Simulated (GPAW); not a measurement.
Consider H4CN2O (P-42_1m).

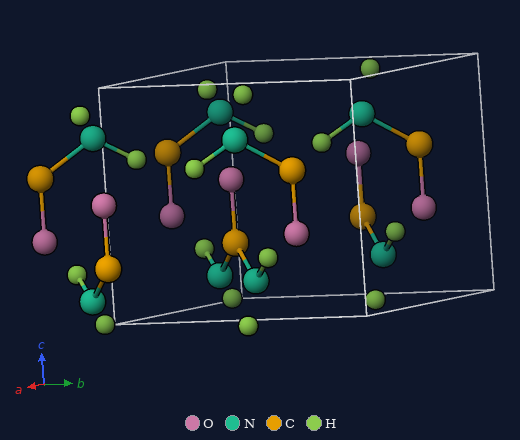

The structure (oxygen pink, nitrogen teal, carbon orange, hydrogen green). Bonds to atoms that aren't drawn are left out. 2×1×1 cells are drawn. Some periodic images of atoms are drawn too.

```xyz
16
Lattice="5.5780 0.0000 0.0000 0.0000 5.5780 0.0000 0.0000 0.0000 4.6860" Properties=species:S:1:pos:R:3 pbc="T T T"
O     2.7890    0.0000    1.8916
O     0.0000    2.7890    2.7944
N     1.9802    0.8088    3.8500
N     4.7692    1.9802    0.8360
N     3.5978    4.7692    3.8500
N     0.8088    3.5978    0.8360
C     2.7890    0.0000    3.1491
C     0.0000    2.7890    1.5369
H     1.9908    0.7982    0.1631
H     4.7798    1.9908    4.5229
H     3.5872    4.7798    0.1631
H     0.7982    3.5872    4.5229
H     1.3627    1.4263    3.3547
H     4.1517    1.3627    1.3313
H     4.2153    4.1517    3.3547
H     1.4263    4.2153    1.3313
```

Absorber: atom 1, with 1 C at 1.26 Å (terminal, site symmetry 2mm). Method: GPAW, LDA, full core hole (charged cell), 16-atom cell with 4.7 Å between holes, 5×4×4 k points, dipole transitions, Gaussian full width 0.9 eV up to 4 eV, rising linearly to 3.5 eV at 25 eV.

**Question.** Where do the maxima of the O K edge fall?

Main maxima up to 24 eV above the zero (height): 0.2 eV (1.72), 4.4 eV (2.02) and 6.1 eV (1.95). A K edge sees empty p states on the absorber. The total-energy difference plus the lowest empty eigenvalue puts the zero at 536.90 eV. One term is added: -8.83 eV, since the hole is spin-paired here and a spin-polarised one costs that much less in the free atom (computed apart). The photon energy is then 528.07 eV. The functional and the charged cell's background leave an error in such absolute values: in the free atom LDA prices this hole 4.1 eV below PBE (computed apart), and PBE is itself good to a few eV.

The O K spectrum (energy from the lowest empty level; intensity scaled to a mean of 1 over the first 20 eV; polarised curves are means over the symmetry-equivalent atoms):

```
E (eV)  isotropic  ε ⊥ c  ε ∥ c
  -2.0       0.00   0.00   0.00
  -0.5       0.30   0.45   0.00
   1.0       0.35   0.48   0.11
   2.5       0.55   0.45   0.75
   4.0       1.88   1.36   2.94
   5.5       1.88   0.88   3.86
   7.0       1.66   0.76   3.46
   8.5       1.44   0.71   2.92
  10.0       1.05   1.11   0.92
  11.5       0.74   0.64   0.94
  13.0       0.75   0.53   1.19
  14.5       0.73   0.54   1.12
  16.0       0.62   0.60   0.68
  17.5       0.54   0.53   0.55
  19.0       0.51   0.50   0.52
  20.5       0.59   0.59   0.58
  22.0       0.73   0.75   0.70
  23.5       0.81   0.88   0.67
  25.0       0.84   0.91   0.71
  26.5       0.88   0.89   0.87
  28.0       0.82   0.79   0.90
  29.5       0.70   0.68   0.74
  31.0       0.63   0.66   0.57
```

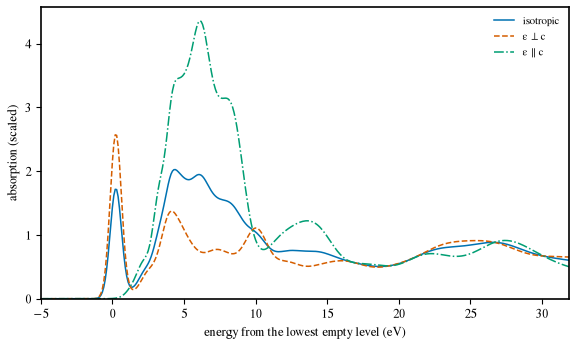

The O K edge.

The holes are only 4.7 Å apart, so the shape is probably not converged with cell size; no larger cell was run here. The mesh is coarse (0.28 Å⁻¹ between points), so small maxima may be mesh ripples. The structure is a published determination, not relaxed.

[Banner, clock and machine lines of the logs are left out without a mark of their own.]

[Logs are printed without paths, hosts, clocks, repeated set-up lines and the standing remarks that a program may print on its own settings, such as how far it seeks lower states.]

[Hosts, paths, dates, database ids (printed as entryN), source tags and the programs' standing remarks are cut or masked in the printed files.]

[Lists of maxima count a maximum above −3 eV only where it reaches 4 % of the highest in the window and stands out from its surroundings by 2 % of it (1.5 % where it reaches 55 %); shoulders and weaker maxima are passed over, and of the rest the first, up to two pre-edge ones and the few strongest are named.]
